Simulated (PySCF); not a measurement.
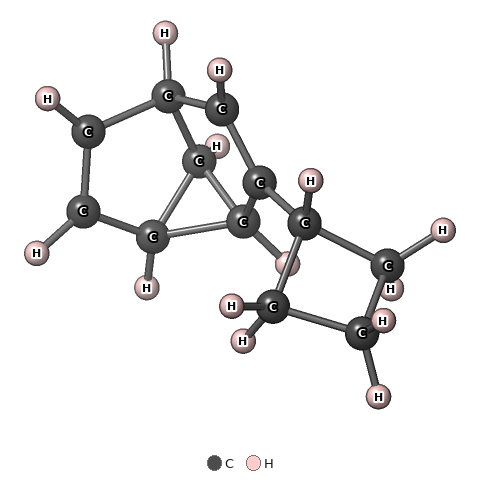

Structure of C₁₂H₁₄, SMILES C1=C[C@@H]2[C@@H]3C(C4CCC4)=C[C@H]1[C@H]23.

Simulated rotational absorption lines between 2 and 20 GHz at 3 K: rigid rotor with the equilibrium constants and dipole of one optimised conformer (PBE0-D3(BJ)/def2-SVP, PySCF 2.14.0), commonest isotopes; no centrifugal distortion, hyperfine structure, internal rotation or nuclear-spin weights; lines within 1 MHz of each other are summed.

**What are the rotational constants, and what kind of rotor is it?**

Rotational constants A, B, C = 2.216, 0.6406, 0.6263 GHz; Ray's κ = −0.98, a near-prolate asymmetric top.

**Which dipole components drive the lines?**

|μa|, |μb|, |μc| = 0.25, 0.15, 0.10 D; a-type lines carry 71 % of the intensity in this range.

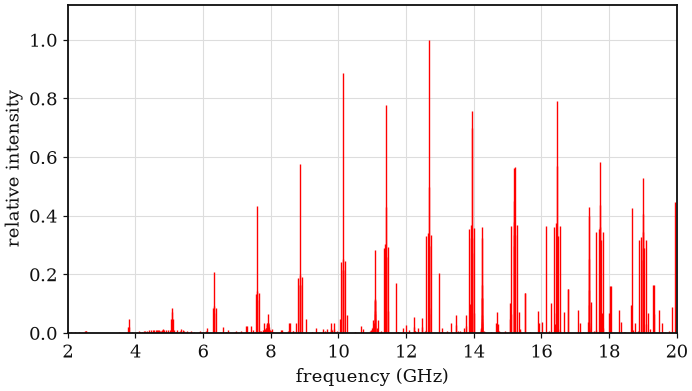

Caveats: coarse grid, loose stop and no frequency check, small forces are noise and the end may be a saddle.
